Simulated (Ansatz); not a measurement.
Geometry relaxation of C$_{2}$H$_{10}$SSi$_{2}$ (part 1 of 2)

C$_{2}$H$_{10}$SSi$_{2}$, SMILES C[SiH2][SiH2]CS, computed with RKS B3LYP/6-31G (Ansatz 0.2.0).

It belongs to a series of runs on one base structure; here: end point B relaxed.

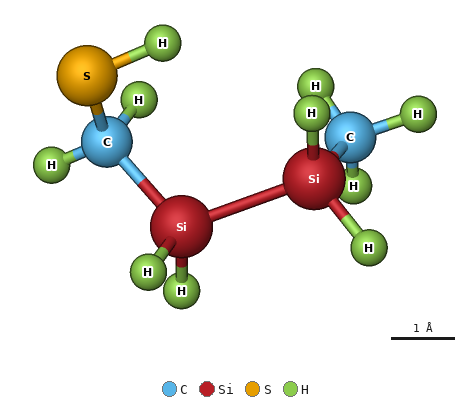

Fig. 1: The starting structure (ball-and-stick view, seen at a tilt). Bond lengths as drawn: C–H 1.06 to 1.21 Å, C–S 1.78 Å, C–Si 1.79 to 1.86 Å, H–S 1.33 Å, H–Si 1.46 to 1.53 Å and Si–Si 2.29 Å.

The input
```yaml
crystal:
  periodic: [false, false, false]
  atoms:
    - { symbol: C, position_ang: [-2.0711, -0.5314, -0.3406] }
    - { symbol: Si, position_ang: [-0.4611, -1.0987, -0.882] }
    - { symbol: Si, position_ang: [-0.56494, -3.36519, -1.16203] }
    - { symbol: C, position_ang: [-0.87807, -4.2691, 0.4378] }
    - { symbol: S, position_ang: [0.53665, -4.21452, 1.52228] }
    - { symbol: H, position_ang: [-2.1238, 0.6154, -0.2179] }
    - { symbol: H, position_ang: [-2.8527, -0.7253, -1.0984] }
    - { symbol: H, position_ang: [-2.3933, -0.9261, 0.5853] }
    - { symbol: H, position_ang: [0.55171, -0.80838, 0.13093] }
    - { symbol: H, position_ang: [-0.12025, -0.44803, -2.16664] }
    - { symbol: H, position_ang: [-1.66544, -3.69329, -2.14742] }
    - { symbol: H, position_ang: [0.71481, -3.92901, -1.77662] }
    - { symbol: H, position_ang: [-1.78875, -3.6954, 0.99622] }
    - { symbol: H, position_ang: [-1.25349, -5.25547, 0.27418] }
    - { symbol: H, position_ang: [0.56243, -2.906, 1.76284] }
basis:
  gaussian: { orbitals: "6-31G" }
hamiltonian:
  xc: b3lyp
relax:
  f_tol: 0.015
  max_steps: 40
```

Hardware: 1 thread of Intel Xeon (Emerald Rapids), 360 GiB of memory available, shared host.

Command:
```bash
ansatz run input.yaml --threads 1 --pin off --max-ram 2048MiB --backend cpu --events-out ev --progress --plain --runs-dir out
```

The program's output
```
The last accepted step is kept in [file] (removed where the run ends without a failure and the disk answers)
Engine: ansatz 0.2.0, x86_64-unknown-linux-gnu
Functional definition: B3LYP
  parameter a0 = 0.2
  parameter ax = 0.72
  parameter ac = 0.81
  exchange = (1 - a0 - ax)*slater_x + ax*b88_x + a0*exact_x
  correlation = (1 - ac)*vwn_rpa_c + ac*lyp_c
1064 factors; integrals over basis functions are off by at most 1.8e-4 eV
mean field evaluation 1: about -28817.9393 eV, gradient 5.1e1 eV
mean field evaluation 2: about -28813.8116 eV, gradient 6.2e1 eV
mean field evaluation 4: about -28824.3878 eV, gradient 2.4e0 eV
mean field evaluation 8: about -28824.3936 eV, gradient 9.2e-2 eV
mean field -28824.39362163 eV, -1059.2769277193 hartree, gradient 7.4e-5 eV, S^2 0.000000; 0 other end points of the search recorded, 0 dependent functions left out
the calculation of the forces begins
reference -28824.39390593 eV, -1059.2769381670 hartree; 33, 33 occupied and 44, 44 virtual orbitals, 1064 factors
relax step   1: F+E_penalty+E_count = -28824.39362163 eV  Δ(F+E_penalty+E_count) = +0.000e0 eV  max|allowed force component| = 3.934e0 eV/Å  Δτ_max = 0.0000 Å  (23 SCF iters, accepted)
these checks for a lower state are left out or cut short: starts, cluster_reference, orbital_swaps, neighbouring_geometries, increment
1064 factors; integrals over basis functions are off by at most 1.7e-4 eV
mean field evaluation 16: about -28825.1113 eV, gradient 1.9e-1 eV
mean field -28825.10053867 eV, -1059.3029064412 hartree, gradient 1.4e-5 eV, S^2 0.000000; 0 other end points of the search recorded, 0 dependent functions left out
the calculation of the forces begins
reference -28825.10082678 eV, -1059.3029170290 hartree; 33, 33 occupied and 44, 44 virtual orbitals, 1064 factors
relax step   2: F+E_penalty+E_count = -28825.10053867 eV  Δ(F+E_penalty+E_count) = -7.069e-1 eV  max|allowed force component| = 2.102e0 eV/Å  Δτ_max = 0.1861 Å  (26 SCF iters, accepted)
these checks for a lower state are left out or cut short: starts, cluster_reference, orbital_swaps, neighbouring_geometries, increment
1064 factors; integrals over basis functions are off by at most 1.7e-4 eV
mean field -28825.22689814 eV, -1059.3075500662 hartree, gradient 1.3e-5 eV, S^2 0.000000; 0 other end points of the search recorded, 0 dependent functions left out
the calculation of the forces begins
reference -28825.22718840 eV, -1059.3075607330 hartree; 33, 33 occupied and 44, 44 virtual orbitals, 1064 factors
relax step   3: F+E_penalty+E_count = -28825.22689814 eV  Δ(F+E_penalty+E_count) = -1.264e-1 eV  max|allowed force component| = 4.217e-1 eV/Å  Δτ_max = 0.1285 Å  (25 SCF iters, accepted)
these checks for a lower state are left out or cut short: starts, cluster_reference, orbital_swaps, neighbouring_geometries, increment
1064 factors; integrals over basis functions are off by at most 1.7e-4 eV
mean field evaluation 32: about -28825.2612 eV, gradient 2.3e-4 eV
mean field -28825.26117192 eV, -1059.3088096044 hartree, gradient 2.5e-5 eV, S^2 0.000000; 0 other end points of the search recorded, 0 dependent functions left out
the calculation of the forces begins
reference -28825.26146181 eV, -1059.3088202576 hartree; 33, 33 occupied and 44, 44 virtual orbitals, 1064 factors
relax step   4: F+E_penalty+E_count = -28825.26117192 eV  Δ(F+E_penalty+E_count) = -3.427e-2 eV  max|allowed force component| = 1.292e-1 eV/Å  Δτ_max = 0.2000 Å  (25 SCF iters, accepted)
these checks for a lower state are left out or cut short: starts, cluster_reference, orbital_swaps, neighbouring_geometries, increment
1064 factors; integrals over basis functions are off by at most 1.7e-4 eV
mean field -28825.26545672 eV, -1059.3089670678 hartree, gradient 1.8e-5 eV, S^2 0.000000; 0 other end points of the search recorded, 0 dependent functions left out
the calculation of the forces begins
reference -28825.26574658 eV, -1059.3089777201 hartree; 33, 33 occupied and 44, 44 virtual orbitals, 1064 factors
relax step   5: F+E_penalty+E_count = -28825.26545672 eV  Δ(F+E_penalty+E_count) = -4.285e-3 eV  max|allowed force component| = 4.080e-2 eV/Å  Δτ_max = 0.0458 Å  (25 SCF iters, accepted)
these checks for a lower state are left out or cut short: starts, cluster_reference, orbital_swaps, neighbouring_geometries, increment
1064 factors; integrals over basis functions are off by at most 1.7e-4 eV
mean field -28825.26609726 eV, -1059.3089906073 hartree, gradient 1.7e-5 eV, S^2 0.000000; 0 other end points of the search recorded, 0 dependent functions left out
the calculation of the forces begins
reference -28825.26638728 eV, -1059.3090012652 hartree; 33, 33 occupied and 44, 44 virtual orbitals, 1064 factors
relax step   6: F+E_penalty+E_count = -28825.26609726 eV  Δ(F+E_penalty+E_count) = -6.405e-4 eV  max|allowed force component| = 3.190e-2 eV/Å  Δτ_max = 0.0155 Å  (21 SCF iters, accepted)
these checks for a lower state are left out or cut short: starts, cluster_reference, orbital_swaps, neighbouring_geometries, increment
1064 factors; integrals over basis functions are off by at most 1.7e-4 eV
mean field -28825.26646680 eV, -1059.3090041876 hartree, gradient 2.6e-5 eV, S^2 0.000000; 0 other end points of the search recorded, 0 dependent functions left out
the calculation of the forces begins
reference -28825.26675695 eV, -1059.3090148505 hartree; 33, 33 occupied and 44, 44 virtual orbitals, 1064 factors
relax step   7: F+E_penalty+E_count = -28825.26646680 eV  Δ(F+E_penalty+E_count) = -3.695e-4 eV  max|allowed force component| = 1.531e-2 eV/Å  Δτ_max = 0.0243 Å  (26 SCF iters, accepted)
these checks for a lower state are left out or cut short: starts, cluster_reference, orbital_swaps, neighbouring_geometries, increment
1064 factors; integrals over basis functions are off by at most 1.7e-4 eV
mean field -28825.26678106 eV, -1059.3090157366 hartree, gradient 2.1e-5 eV, S^2 0.000000; 0 other end points of the search recorded, 0 dependent functions left out
the calculation of the forces begins
reference -28825.26707143 eV, -1059.3090264074 hartree; 33, 33 occupied and 44, 44 virtual orbitals, 1064 factors
relax step   8: F+E_penalty+E_count = -28825.26678106 eV  Δ(F+E_penalty+E_count) = -3.143e-4 eV  max|allowed force component| = 1.402e-2 eV/Å  Δτ_max = 0.0412 Å  (25 SCF iters, accepted)
these checks for a lower state are left out or cut short: starts, cluster_reference, orbital_swaps, neighbouring_geometries, increment
1064 factors; integrals over basis functions are off by at most 1.7e-4 eV
mean field evaluation 64: about -28825.2774 eV, gradient 2.3e-3 eV
mean field -28825.26691396 eV, -1059.3090206203 hartree, gradient 2.6e-5 eV, S^2 0.000000; 0 other end points of the search recorded, 0 dependent functions left out
the calculation of the forces begins
reference -28825.26720445 eV, -1059.3090312957 hartree; 33, 33 occupied and 44, 44 virtual orbitals, 1064 factors
relax step   9: F+E_penalty+E_count = -28825.26691396 eV  Δ(F+E_penalty+E_count) = -1.329e-4 eV  max|allowed force component| = 1.264e-2 eV/Å  Δτ_max = 0.0304 Å  (26 SCF iters, accepted)
```

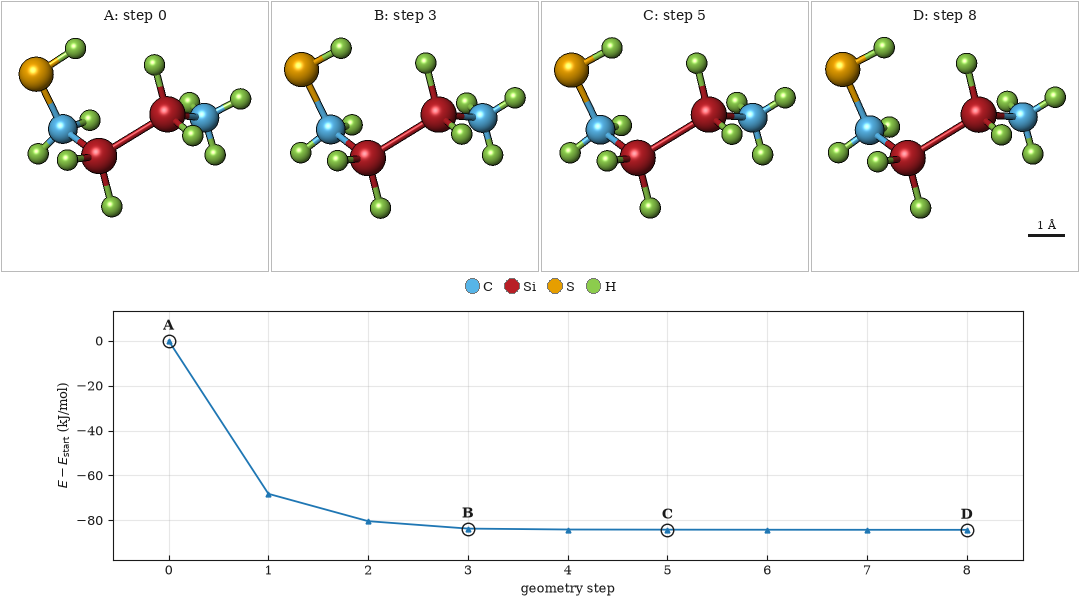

Fig. 2: Frames of the relaxation (ball-and-stick view, seen at a tilt) above the curves, on which the letters mark them (the first geometry is step 0 here and step 1 in the log).

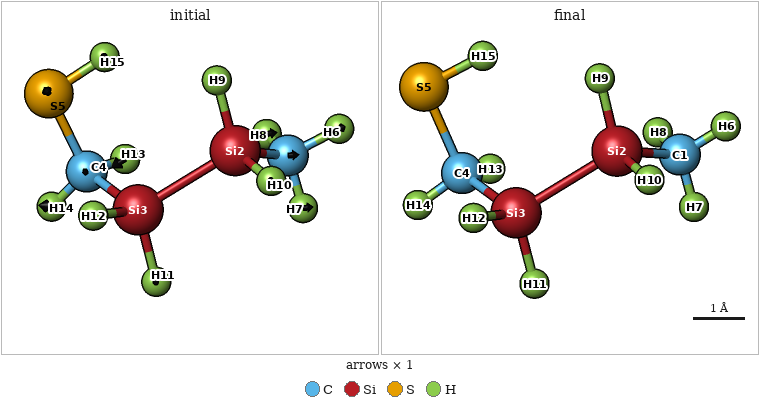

Fig. 3: Before (left) and after (right) the relaxation, at one scale (ball-and-stick view, seen at a tilt). The black arrows give the displacements, at true length. The atom that moves furthest after the best rigid fit is H13 (0.36 Å). Largest moves by element: H 0.36 Å, C 0.24 Å, S 0.22 Å, Si 0.07 Å. Among the contacts that change: C1–Si2 1.791 → 1.926 Å, C4–S5 1.783 → 1.911 Å, C4–H13 1.213 → 1.093 Å, Si2–Si3 2.286 → 2.379 Å. Among the angles that change: S5–C4–H14 113.6° → 103.7°, H6–C1–H7 102.4° → 108.4°, Si3–C4–H13 107.0° → 111.9°. Over 8 geometry steps the energy falls by 84.3 kJ/mol. Largest force component: 3.9 eV/Å at the start, 0.013 eV/Å at the end. (Atoms are counted from 1 in the order of the input.)

```
1064 factors; integrals over basis functions are off by at most 1.7e-4 eV
mean field -28825.26691396 eV, -1059.3090206203 hartree, gradient 2.6e-5 eV, S^2 0.000000; 1 other end points of the search recorded, 0 dependent functions left out
the calculation of the forces begins
reference -28825.26720445 eV, -1059.3090312957 hartree; 33, 33 occupied and 44, 44 virtual orbitals, 1064 factors
Total energy: -28825.26720445 eV, -1059.3090312957 hartree
Atom 0 at    -2.172327    -0.316284    -0.368413 Å, force     0.001601     0.002062     0.012643 eV/Å
Atom 1 at    -0.480524    -1.070128    -0.896141 Å, force    -0.005651    -0.004021    -0.007256 eV/Å
Atom 2 at    -0.589976    -3.428397    -1.187931 Å, force     0.001056     0.005478    -0.001170 eV/Å
Atom 3 at    -0.904820    -4.377368     0.467183 Å, force     0.001779    -0.010021     0.006323 eV/Å
Atom 4 at     0.525311    -4.277962     1.730950 Å, force    -0.005099     0.003480    -0.005525 eV/Å
Atom 5 at    -2.083084     0.769692    -0.260881 Å, force    -0.000768    -0.000185    -0.003223 eV/Å
Atom 6 at    -2.942099    -0.527102    -1.117428 Å, force     0.000415    -0.000551    -0.003427 eV/Å
Atom 7 at    -2.502416    -0.728656     0.590782 Å, force     0.000360    -0.000277    -0.004927 eV/Å
Atom 8 at     0.562176    -0.735483     0.140062 Å, force     0.004717    -0.000083     0.002636 eV/Å
Atom 9 at    -0.025686    -0.452294    -2.192384 Å, force    -0.001307     0.000296     0.002507 eV/Å
Atom 10 at    -1.726103    -3.755996    -2.127356 Å, force     0.001595    -0.002133     0.004146 eV/Å
Atom 11 at     0.679551    -3.945752    -1.802689 Å, force    -0.000151     0.000104    -0.001773 eV/Å
Atom 12 at    -1.827070    -4.052410     0.955073 Å, force     0.002356     0.000318    -0.003512 eV/Å
Atom 13 at    -0.993603    -5.447550     0.259310 Å, force     0.001985     0.012015     0.003030 eV/Å
Atom 14 at     0.673331    -2.904800     1.727803 Å, force    -0.002889    -0.006480    -0.000473 eV/Å
Dipole moment:    -0.389699     0.265740    -0.158720 e Å
```
